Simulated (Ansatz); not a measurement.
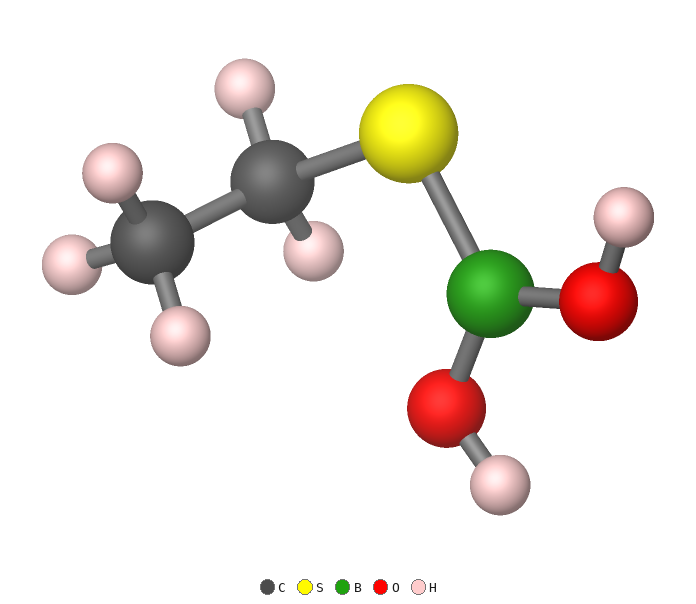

The computed structure is the end point of a PBE0-D4/def2-TZVP optimisation. No frequency run is at hand to confirm it as a minimum. Level of theory: RKS PBE0-D4/def2-TZVP (Ansatz 0.2.0).

Question: Estimate the dispersion correction.

Answer: −23.0 kJ/mol.

Question: Give the dipole moment at this level.

Answer: 0.45 D.
